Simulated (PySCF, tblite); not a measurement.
**C₄H₉NO₂Si: geometry, infrared bands and NMR shifts**

Aim: predict the infrared bands and NMR shifts of C₄H₉NO₂Si (`C=NC(=C)O[SiH2]OC`).

The runs use tblite 0.8.0 and PySCF 2.14.0, with density-fitted response routines of our own; the level of theory stands in each step. All values are computed, except where a source is named. Atoms are numbered from 0 throughout.

## Step 1: The starting structure

17 atoms, charge 0, multiplicity 1; geometry from: force field or distance geometry start.

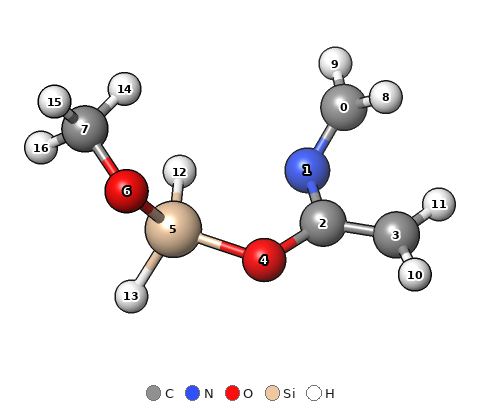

As it starts; carbon grey, nitrogen blue, oxygen red, silicon light orange, hydrogen white, atoms numbered.

## Step 2: Relaxing the molecule with GFN2-xTB

What the job is given:

```
{"job": {"kind": "relax", "xc": "GFN2-xTB", "basis": "xTB"}, "charge": 0, "multiplicity": 1}
C     -1.894800     1.427100     0.565500
N     -1.449000     0.233400     0.702900
C     -1.475900    -0.607800    -0.418800
C     -2.588600    -0.603500    -1.163900
O     -0.373000    -1.385600    -0.720600
Si     1.041300    -1.111200     0.245400
O      2.368200    -0.529400    -0.678400
C      3.016900     0.424400     0.132300
H     -2.286400     1.744700    -0.387100
H     -1.917800     2.141800     1.386400
H     -2.716600    -1.218200    -2.044800
H     -3.411000     0.021800    -0.845900
H      0.687100    -0.128700     1.320600
H      1.402800    -2.407800     0.845800
H      2.288700     1.209500     0.419000
H      3.868100     0.844600    -0.419500
H      3.432900    -0.043000     1.051000
```

Started as:

```console
OMP_NUM_THREADS=1 python probes_run.py task.json out
```

The driver reads the jobs from task.json and runs them one after another.

What it wrote:

```text
step      E/eV     max force
  0    -706.03345    2.456
  1    -706.23989    1.642
  2    -706.39215    1.321
  3    -706.44213    0.741
  4    -706.48554    0.451
  5    -706.51245    0.697
  6    -706.58703    1.014
  7    -706.64476    0.763
  8    -706.68992    0.527
  9    -706.72816    0.490
 10    -706.76032    0.549
 11    -706.79415    0.543
 12    -706.83401    0.449
 13    -706.86620    0.398
 14    -706.88856    0.379
 15    -706.90880    0.349
 16    -706.92531    0.275
 17    -706.93615    0.242
 18    -706.94430    0.229
 19    -706.95150    0.238
 20    -706.95863    0.245
 21    -706.96492    0.255
 22    -706.97043    0.248
 23    -706.97591    0.217
 24    -706.98270    0.205
 25    -706.98833    0.213
 26    -706.99386    0.188
 27    -706.99882    0.217
 28    -707.00399    0.194
 29    -707.00887    0.162
 30    -707.01391    0.192
 31    -707.02010    0.182
 32    -707.02813    0.251
 33    -707.03465    0.183
 34    -707.03958    0.235
 35    -707.04418    0.170
 36    -707.04909    0.134
 37    -707.05233    0.141
 38    -707.05598    0.126
 39    -707.05870    0.097
 40    -707.06074    0.095
 41    -707.06221    0.087
 42    -707.06358    0.078
 43    -707.06478    0.079
 44    -707.06556    0.068
 45    -707.06600    0.044
 46    -707.06627    0.036
 47    -707.06655    0.026
 48    -707.06672    0.030
 49    -707.06685    0.031
 50    -707.06696    0.025
 51    -707.06708    0.034
 52    -707.06722    0.033
 53    -707.06735    0.027
 54    -707.06746    0.026
 55    -707.06759    0.026
 56    -707.06774    0.038
 57    -707.06791    0.042
 58    -707.06806    0.032
 59    -707.06821    0.030
 60    -707.06837    0.041
 61    -707.06856    0.043
 62    -707.06878    0.038
 63    -707.06899    0.042
 64    -707.06921    0.036
 65    -707.06945    0.051
 66    -707.06973    0.051
 67    -707.07004    0.052
 68    -707.07037    0.057
 69    -707.07071    0.047
 70    -707.07100    0.047
 71    -707.07120    0.029
 72    -707.07133    0.025
 73    -707.07144    0.029
 74    -707.07159    0.036
 75    -707.07178    0.036
 76    -707.07201    0.041
 77    -707.07226    0.045
 78    -707.07256    0.044
 79    -707.07299    0.057
 80    -707.07356    0.071
 81    -707.07419    0.084
 82    -707.07471    0.069
 83    -707.07510    0.046
 84    -707.07544    0.050
 85    -707.07582    0.040
 86    -707.07622    0.073
 87    -707.07652    0.055
 88    -707.07693    0.041
 89    -707.07731    0.043
 90    -707.07761    0.045
 91    -707.07797    0.040
 92    -707.07836    0.039
 93    -707.07863    0.041
 94    -707.07889    0.043
 95    -707.07927    0.050
 96    -707.07986    0.052
 97    -707.08046    0.048
 98    -707.08083    0.036
 99    -707.08107    0.034
100    -707.08130    0.041
101    -707.08163    0.049
102    -707.08203    0.055
103    -707.08230    0.060
104    -707.08258    0.042
105    -707.08280    0.041
106    -707.08304    0.045
107    -707.08331    0.046
108    -707.08359    0.037
109    -707.08371    0.021
110    -707.08377    0.019
111    -707.08382    0.015
112    -707.08388    0.013
113    -707.08391    0.013
114    -707.08394    0.012
115    -707.08398    0.013
116    -707.08404    0.017
117    -707.08416    0.025
118    -707.08432    0.033
119    -707.08445    0.025
120    -707.08452    0.014
121    -707.08455    0.015
122    -707.08458    0.014
123    -707.08462    0.016
124    -707.08472    0.020
125    -707.08490    0.033
126    -707.08519    0.045
127    -707.08557    0.061
128    -707.08593    0.057
129    -707.08654    0.071
130    -707.08703    0.058
131    -707.08766    0.049
132    -707.08795    0.058
133    -707.08816    0.041
134    -707.08834    0.056
135    -707.08860    0.036
136    -707.08888    0.039
137    -707.08917    0.034
138    -707.08936    0.059
139    -707.08975    0.047
140    -707.09006    0.042
141    -707.09053    0.044
142    -707.09073    0.071
143    -707.09115    0.045
144    -707.09140    0.021
145    -707.09155    0.024
146    -707.09168    0.029
147    -707.09188    0.024
148    -707.09200    0.029
149    -707.09212    0.043
150    -707.09224    0.033
151    -707.09243    0.033
152    -707.09261    0.043
153    -707.09283    0.037
154    -707.09314    0.040
155    -707.09341    0.054
156    -707.09367    0.059
157    -707.09387    0.046
158    -707.09416    0.047
159    -707.09440    0.058
160    -707.09463    0.052
161    -707.09494    0.041
162    -707.09509    0.029
163    -707.09521    0.023
164    -707.09530    0.025
165    -707.09537    0.018
166    -707.09542    0.016
167    -707.09547    0.020
168    -707.09554    0.026
169    -707.09564    0.032
170    -707.09579    0.040
171    -707.09601    0.050
172    -707.09630    0.050
173    -707.09667    0.049
174    -707.09699    0.046
175    -707.09719    0.033
176    -707.09729    0.024
177    -707.09735    0.023
178    -707.09742    0.019
179    -707.09748    0.020
180    -707.09754    0.022
181    -707.09760    0.020
182    -707.09767    0.030
183    -707.09778    0.037
184    -707.09793    0.045
185    -707.09813    0.041
186    -707.09838    0.035
187    -707.09870    0.039
188    -707.09904    0.032
189    -707.09933    0.029
190    -707.09956    0.036
191    -707.09959    0.049
192    -707.09992    0.032
193    -707.10009    0.037
194    -707.10029    0.044
195    -707.10039    0.028
196    -707.10048    0.035
197    -707.10057    0.024
198    -707.10063    0.028
199    -707.10069    0.016
200    -707.10074    0.015
201    -707.10076    0.008
```

Wall time 5.8 s (1 thread of Intel Xeon at 2.50GHz, shared host); peak memory 0.18 GiB.

The steps of the relaxation: (not every step is listed)

```tsv
step	energy from step 0 (eV)	largest force (eV/Å)
0	0.0000	2.4559
1	-0.2064	1.6417
2	-0.3587	1.3207
3	-0.4087	0.7414
4	-0.4521	0.4514
5	-0.4790	0.6970
6	-0.5536	1.0138
7	-0.6113	0.7625
8	-0.6565	0.5272
26	-0.9604	0.1883
44	-1.0321	0.0685
62	-1.0353	0.0376
80	-1.0401	0.0708
98	-1.0474	0.0364
116	-1.0506	0.0171
134	-1.0549	0.0556
152	-1.0592	0.0434
170	-1.0623	0.0401
188	-1.0656	0.0323
196	-1.0670	0.0349
197	-1.0671	0.0239
198	-1.0672	0.0280
199	-1.0672	0.0164
200	-1.0673	0.0148
201	-1.0673	0.0084
```

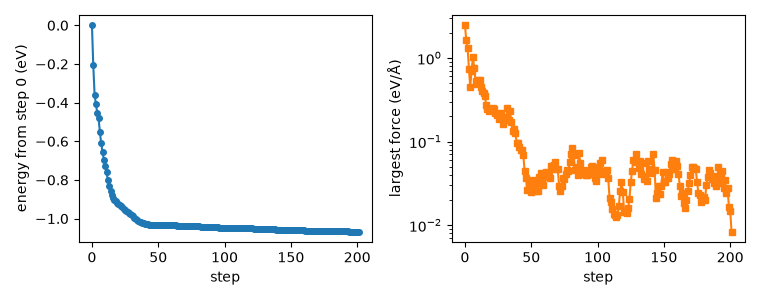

Energy and force, step by step.

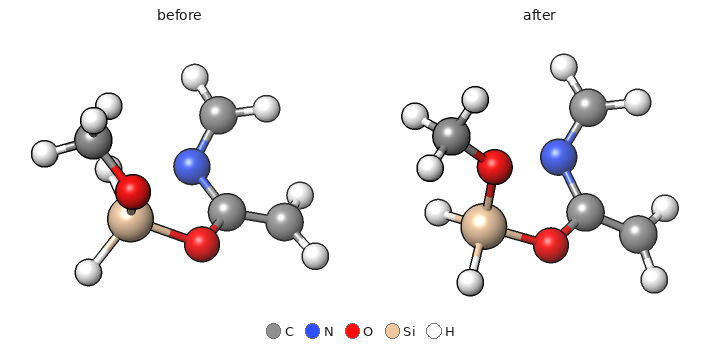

Before and after, at one scale.

Distances of close pairs at the start and the end, largest changes first:

```tsv
bond	before (Å)	after (Å)	change (Å)
O4–Si5	1.735	1.627	-0.108
Si5–O6	1.718	1.622	-0.097
C2–O4	1.383	1.342	-0.041
Si5–H12	1.499	1.460	-0.039
C0–N1	1.282	1.255	-0.027
C7–H16	1.112	1.093	-0.019
Si5–H13	1.474	1.458	-0.016
C7–H14	1.109	1.093	-0.016
```

The next job starts from the end point, and lists it.

## Step 3: Vibrational analysis with GFN2-xTB

What the job is given:

```
{"job": {"kind": "ir", "xc": "GFN2-xTB", "basis": "xTB"}, "charge": 0, "multiplicity": 1}
C     -1.741315     1.693958     0.207545
N     -1.365574     0.530263     0.488420
C     -1.507823    -0.547927    -0.373141
C     -2.625733    -0.821008    -1.048348
O     -0.453511    -1.377773    -0.390198
Si     0.927428    -1.226978     0.456297
O      1.690880     0.079573    -0.126287
C      2.943449     0.571273     0.237498
H     -2.173501     1.990483    -0.750897
H     -1.625155     2.462278     0.958757
H     -2.715865    -1.728289    -1.614267
H     -3.474378    -0.164824    -1.006824
H      0.704260    -1.099032     1.893347
H      1.578616    -2.472843     0.071275
H      2.955875     0.866502     1.289355
H      3.158544     1.441505    -0.384110
H      3.716807    -0.185130     0.081667
```

What it wrote:

```text
mode    cm-1     km/mol
  1      42.3      0.59
  2      52.1      2.01
  3      79.7      2.69
  4     116.2      0.42
  5     118.6     10.28
  6     146.5      5.01
  7     190.0      4.88
  8     266.3      1.54
  9     278.6     12.09
 10     379.1     13.95
 11     441.3     18.44
 12     557.3     68.60
 13     608.9     76.88
 14     652.6     16.73
 15     679.2      1.80
 16     729.0     56.00
 17     748.1     21.97
 18     768.3    106.43
 19     798.5    195.25
 20     814.7    154.09
 21     817.9    154.40
 22     911.7     32.95
 23     975.1     12.38
 24    1039.7    210.61
 25    1136.8      1.05
 26    1142.5     77.17
 27    1147.8     32.36
 28    1165.6    198.35
 29    1260.7    247.87
 30    1371.2     30.88
 31    1417.2      2.61
 32    1418.3      0.30
 33    1480.5      4.57
 34    1489.3      2.25
 35    1652.0    156.67
 36    1727.8     69.85
 37    2270.4    357.93
 38    2317.1    167.48
 39    2912.9     73.97
 40    2946.1     39.67
 41    2960.4     48.99
 42    2988.2     25.56
 43    3065.6     15.66
 44    3136.9      2.82
 45    3174.6     23.08
```

Run time: 1.9 s. Hardware: 1 thread of Intel Xeon at 2.50GHz, shared host; peak memory 0.18 GiB.

Which atoms move in the most intense modes:

```tsv
cm⁻¹	km/mol	atoms
798	195.2	H12 51 %, H13 43 %
818	154.4	Si5 22 %, H10 21 %, H13 14 %
1040	210.6	O4 46 %, H11 17 %, C3 15 %
1166	198.3	O6 46 %, C7 27 %, H15 15 %
1261	247.9	C2 60 %, O4 20 %
1652	156.7	C2 54 %, C3 37 %
2270	357.9	H12 78 %, H13 18 %
2317	167.5	H13 79 %, H12 19 %
```

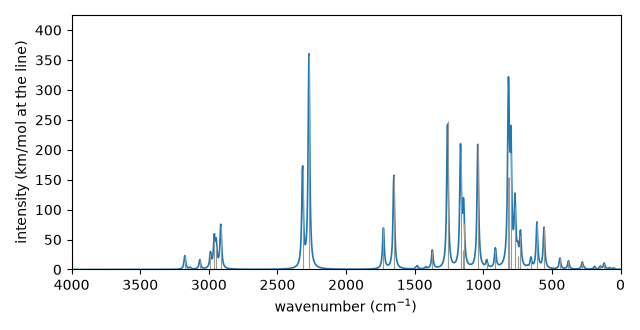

The infrared spectrum from these modes, unscaled. Lines are broadened to a width of 14 cm⁻¹ (Lorentzian).

## Step 4: Shielding tensors: PBE0/pcSseg-1

Same as in step 3 but for these lines:

```diff
@@ -1,2 +1,2 @@
-{"job": {"kind": "ir", "xc": "GFN2-xTB", "basis": "xTB"}, "charge": 0, "multiplicity": 1}
+{"job": {"kind": "nmr", "xc": "PBE0", "basis": "pcSseg-1"}, "charge": 0, "multiplicity": 1}
 C     -1.741315     1.693958     0.207545
```

Method: GIAO PBE0/pcSseg-1 NMR shielding, non-relativistic, gas phase.

What it wrote:

```text
coarse grid: 14784 points
cycle   1  E = -651.7381620520  dE =  1.262e+00  |g| = 8.977e-01  |ddm| = 3.691e+00
cycle   2  E = -651.5542674884  dE =  1.839e-01  |g| = 1.336e+00  |ddm| = 1.719e+00
cycle   3  E = -651.8856668442  dE = -3.314e-01  |g| = 9.988e-02  |ddm| = 1.165e+00
cycle   4  E = -651.8870724820  dE = -1.406e-03  |g| = 5.383e-02  |ddm| = 1.023e-01
cycle   5  E = -651.8876459929  dE = -5.735e-04  |g| = 1.843e-02  |ddm| = 4.930e-02
cycle   6  E = -651.8877256703  dE = -7.968e-05  |g| = 5.787e-03  |ddm| = 1.883e-02
cycle   7  E = -651.8877319239  dE = -6.254e-06  |g| = 1.578e-03  |ddm| = 4.289e-03
final grid: 138520 points
cycle   8  E = -651.9542550913  dE = -2.309e-05  |g| = 1.286e-02  |ddm| = 2.278e-02
cycle   9  E = -651.9542159197  dE =  3.917e-05  |g| = 1.951e-02  |ddm| = 2.015e-02
cycle  10  E = -651.9542851233  dE = -6.920e-05  |g| = 1.791e-03  |ddm| = 1.287e-02
cycle  11  E = -651.9542858191  dE = -6.959e-07  |g| = 3.805e-04  |ddm| = 1.268e-03
cycle  12  E = -651.9542858448  dE = -2.569e-08  |g| = 1.496e-04  |ddm| = 3.887e-04
cycle  13  E = -651.9542858494  dE = -4.613e-09  |g| = 4.634e-05  |ddm| = 1.424e-04
cycle  14  E = -651.9542858499  dE = -4.277e-10  |g| = 1.663e-05  |ddm| = 4.186e-05
converged SCF energy = -651.9542858499

GIAO shielding tensors (ppm)
atom      isotropic    diamagn.    paramagn.     s11        s22        s33       span
  0 C       33.199     254.961    -221.762    -53.997     21.818    131.774    185.771
  1 N     -128.374     335.236    -463.610   -435.414   -160.426    210.718    646.132
  2 C       17.244     249.894    -232.649    -90.345     49.649     92.428    182.773
  3 C      107.586     253.460    -145.874     41.335    113.041    168.382    127.047
  4 O      192.405     397.581    -205.176    139.983    172.538    264.692    124.709
  5 Si     385.956     882.831    -496.874    364.097    377.236    416.536     52.439
  6 O      320.437     403.795     -83.358    284.916    317.808    358.586     73.669
  7 C      136.520     239.861    -103.340    110.302    113.784    185.475     75.172
  8 H       23.930      31.537      -7.607     21.390     24.282     26.118      4.727
  9 H       24.652      31.191      -6.538     22.805     24.338     26.815      4.010
 10 H       27.842      29.882      -2.039     25.034     26.648     31.845      6.811
 11 H       27.800      30.165      -2.365     24.994     26.860     31.546      6.552
 12 H       26.527      31.354      -4.827     23.954     24.625     31.001      7.047
 13 H       27.081      30.709      -3.628     23.375     25.348     32.520      9.146
 14 H       28.034      28.485      -0.451     23.900     25.894     34.309     10.408
 15 H       27.854      28.306      -0.452     23.603     25.743     34.216     10.613
 16 H       28.062      26.961       1.101     23.676     25.855     34.656     10.980
```

Wall time 1.8 min (1 thread of Intel Xeon at 2.50GHz, shared host); peak memory 0.89 GiB.

The references, computed at this level on geometries of the same kind, shield at (ppm): ¹H TMS 31.72, ¹³C TMS 186.9, ²⁹Si TMS 349.2, ¹⁵N NH3 267.7, ¹⁷O H2O 336.1. Their shielding less the atom's gives the shift. The references are single molecules in the gas phase, so shifts against H2O, NH3, PH3, H3PO4 or CFCl3 are not on the usual liquid scales and can be off by tens of ppm. Atoms listed in one row are averaged.

```tsv
atoms	environment	σ (ppm)	δ (ppm)	δ scaled to CDCl3
C2	alkene carbon bearing oxygen	17.2	169.7	163.7
C0	C=N carbon	33.2	153.7	148.1
C3	β carbon of an enol-ether or enamine type C=C	107.6	79.3	75.5
C7	methyl carbon bonded to O	136.5	50.4	47.3
H8	hydrogen on a C=N carbon	23.93	7.79	7.45
H9	hydrogen on a C=N carbon	24.65	7.06	6.77
H12, H13	hydrogen on a silicon bonded to 2 O	26.80	4.91	–
H11	hydrogen on a β carbon of an enol-ether or enamine type C=C	27.80	3.92	3.80
H10	hydrogen on a β carbon of an enol-ether or enamine type C=C	27.84	3.87	3.76
H14, H15, H16	hydrogen on a methyl carbon bonded to O	27.98	3.73	3.63
N1	imine nitrogen	-128.4	396.1	–
O4	oxygen bonded to C, Si	192.4	143.7	–
O6	oxygen bonded to C, Si	320.4	15.6	–
Si5	silicon bonded to 2 O, 2 H	386.0	-36.8	–
```

The scaled column applies a straight-line fit of computed shieldings to shifts measured in CDCl3 (root-mean-square error 0.16 ppm for H, 1.9 ppm for C).

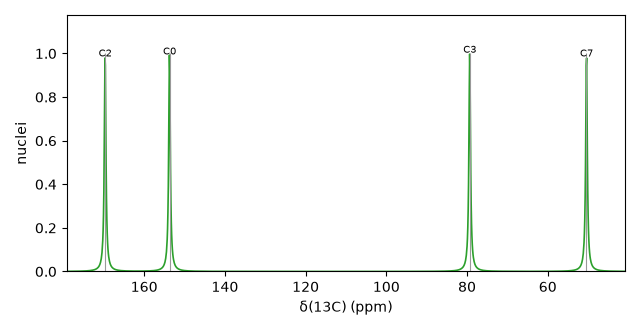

¹³C lines at the computed shifts, without couplings. Lines are broadened to a width of 0.48 ppm (Lorentzian).

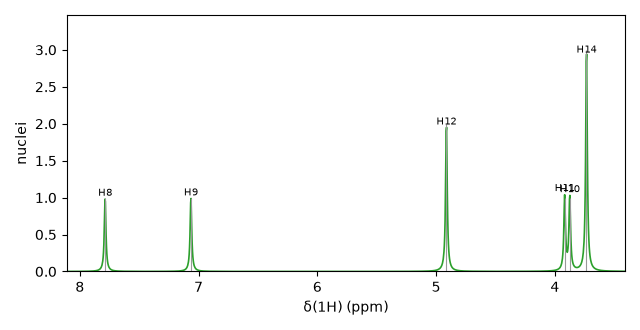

¹H lines at the computed shifts, without couplings. Lines are broadened to a width of 0.02 ppm (Lorentzian).

Charges from the same density, by scheme (e):

```tsv
atoms	Mulliken	IAO	Hirshfeld	ESP fit
C0	0.04	-0.09	0.03	0.13
N1	-0.45	-0.25	-0.12	-0.48
C2	0.35	0.30	0.12	0.68
C3	-0.18	-0.42	-0.16	-0.78
O4	-0.58	-0.58	-0.19	-0.49
Si5	0.96	1.21	0.43	0.79
O6	-0.64	-0.65	-0.23	-0.35
C7	-0.01	-0.20	-0.03	-0.18
```

Hirshfeld charges:

C0 0.03; N1 -0.12; C2 0.12; C3 -0.16; O4 -0.19; Si5 0.43; O6 -0.23; C7 -0.03; H8 0.05; H9 0.06; H10 0.04; H11 0.04; H12 -0.09; H13 -0.09; H14 0.04; H15 0.05; H16 0.04

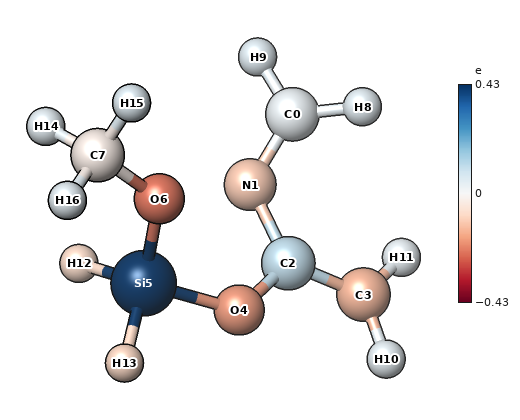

Hirshfeld charges, as colours on the atoms.

Mayer bond orders: C0–N1 1.92, N1–C2 1.03, C2–C3 1.81, C2–O4 0.98, O4–Si5 0.94, Si5–O6 0.99, O6–C7 0.90.

## Step 5: Outcome

| quantity | value |
| --- | --- |
| strongest single infrared mode (GFN2-xTB) | 2270 cm⁻¹, 358 km/mol |
| zero-point energy (GFN2-xTB) | 77.8 kcal/mol |
| ¹³C shifts against TMS (PBE0/pcSseg-1) | 169.7, 153.7, 79.3, 50.4 ppm |
| ¹H shifts against TMS (PBE0/pcSseg-1, means over atoms taken as alike) | 7.79, 7.06, 4.91, 3.92, 3.87, 3.73 ppm |
| ¹⁵N shifts against NH3 (PBE0/pcSseg-1) | 396.1 ppm |
| ¹⁷O shifts against H2O (PBE0/pcSseg-1) | 143.7, 15.6 ppm |
| ²⁹Si shifts against TMS (PBE0/pcSseg-1) | -36.8 ppm |

In words: The optimisation took 201 steps and gained 1.067 eV; among the close pairs (by a distance rule), O4–Si5 changed most, from 1.735 to 1.627 Å. All 45 modes are real, so the xTB geometry is a minimum. The strongest single mode, at 2270 cm⁻¹, moves mainly H12. Unscaled tight-binding wavenumbers are off by several per cent, some by more. Its intensities can rank the bands wrongly. The most deshielded carbon is C2 (alkene carbon bearing oxygen), at 169.7 ppm: an sp2 carbon further deshielded by the attached heteroatom. At PBE0/pcSseg-1: The widest tensor belongs to N1: span 646 ppm, with a paramagnetic part of -464 ppm.
